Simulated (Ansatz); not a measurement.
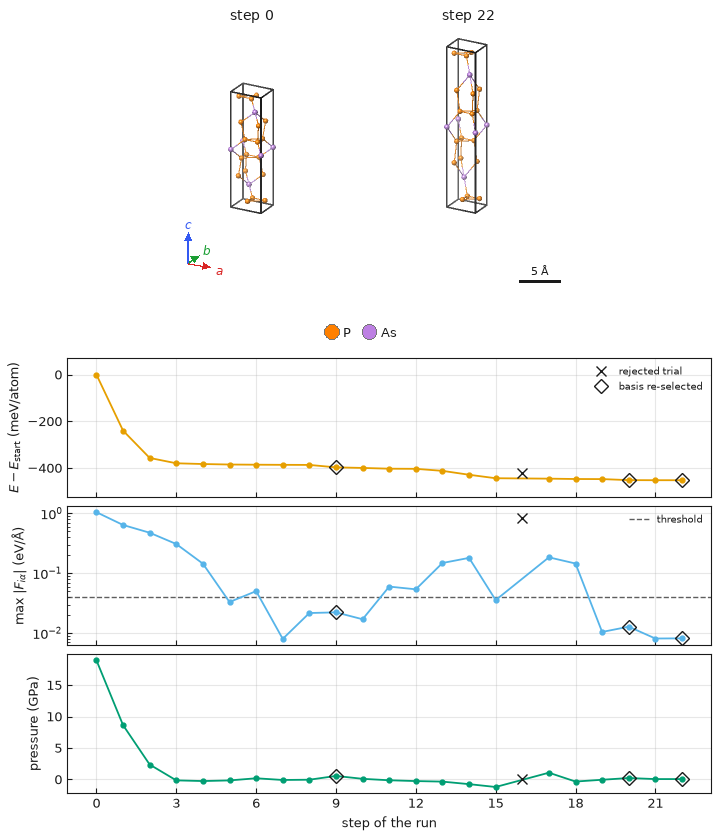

First and last geometry of a relaxation of crystalline AsP6 (a generated structure, set up in R-3m) (coarse preliminary run), with the history of the run. Style: ball-and-stick. Shown: the conventional cell (3 times the calculation's cell), slightly off an axis. Lengths and directions refer to the drawn axes.

Theory: DFT PBE, scalar-relativistic, plane waves, PAW (Ansatz 0.2.0). Set-up: plane-wave cutoff 420 eV; k-point mesh 6 × 6 × 6; occupations gaussian; smearing width 0.1 eV; no spin polarisation; cell and atoms relaxed; force threshold 0.04 eV/Å; at most 70 steps.

What do the curves and the structures tell?

Answer. It converged. The largest moves relative to the cell, 0.20 Å, are those of P atoms. As stays in place. The drawn cell changes as follows: a = b 5.417 → 5.135 Å (−5.2 %), c 14.687 → 20.401 Å (+38.9 %); the volume changes by +24.8 %. Among the contacts that change: P–P 2.249 → 2.683 Å, As–P 2.278 → 2.681 Å, P–P 2.246 → 2.197 Å. Among the angles between lasting bonds that change: P–As–P 91.8° → 113.5°, P–As–P 88.2° → 66.5°, P–P–As 112.8° → 131.6°. The space group stays R-3m (No. 166). Over 18 accepted moves (22 points after the start) the energy falls by 452 meV per atom. The largest force component goes from 1.1 to 0.0082 eV/Å. The pressure goes from 18.94 to 0.06 GPa. The line search rejected the trial step at point 16 of the run. The SCF was repeated 3 times at an unchanged geometry on a basis and grid sized afresh for the cell, which shifted the energy by 10.5 meV per atom at most. Cost: 2.7 min on 1 thread of Intel(R) Xeon(R) Platinum 8488C (Sapphire Rapids) (shared host), peak memory 0.56 GiB.
